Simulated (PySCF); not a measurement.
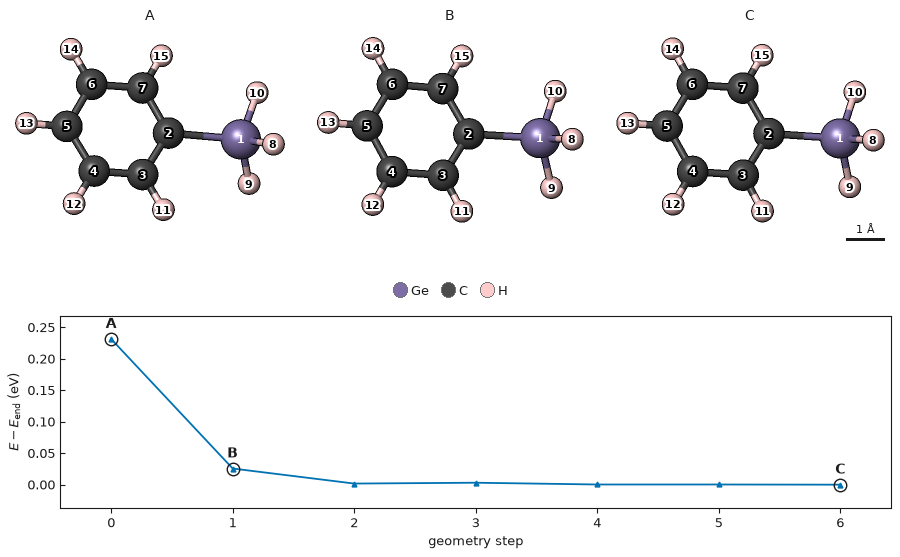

Frames of a relaxation of C₆H₈Ge, marked on the history of the run. A ball-and-stick model, seen at a tilt.

The start comes from GFN2-xTB. Its atoms were then displaced at random by about 0.01 Å.

Theory: PBE0-D3(BJ)/def2-TZVP geometry optimisation, gas phase in PySCF 2.14.0, density-fitted response routines. 

Describe the path.

Answer. The largest move after the best rigid fit is that of H8, 0.13 Å. Largest moves by element: H 0.13 Å, C 0.04 Å, Ge 0.03 Å. Near-neighbour distances that change, for instance: Ge1–H9 1.458 → 1.538 Å, Ge1–H8 1.476 → 1.539 Å, C3–C4 1.330 → 1.387 Å, Ge1–H10 1.502 → 1.538 Å. Bond angles that change, for instance: C5–C4–H12 117.4° → 120.1°, C4–C5–H13 122.3° → 120.1°. Over 6 geometry steps the energy falls by 0.231 eV. From step 0 to 1: H8 moves most (0.18 Å), energy −0.206 eV. From step 1 to 6: H13 moves most (0.07 Å), energy −0.026 eV.

```
step  E − E(0), eV
   0        0.0000
   1       -0.2057
   2       -0.2296
   3       -0.2283
   4       -0.2311
   5       -0.2311
   6       -0.2313
```
